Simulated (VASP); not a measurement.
Band structure of Mg3ZnO4 (space group R-3m). Level of theory: modified Becke-Johnson potential (mBJ), VASP's PBE PAW potentials (set 64) (plane waves; VASP).

mBJ is a potential without an energy functional, so only the levels count.

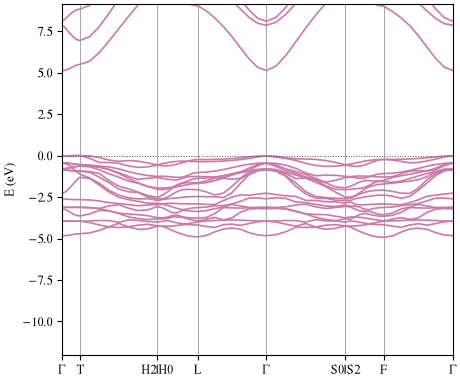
Figure. Bands along high-symmetry lines, zero at the valence-band maximum or, without a gap, the Fermi level

### Question
Read the plot: is there a gap, and where are the band edges?

### Answer
The gap is indirect, 5.13 eV, from the valence maximum at T to the conduction minimum at Γ.

The structure comes from a computed database's Mg3ZnO4 entry (R-3m); how it stands against other phases isn't given here. It was relaxed first. The cell's shape comes from a PBE relaxation.
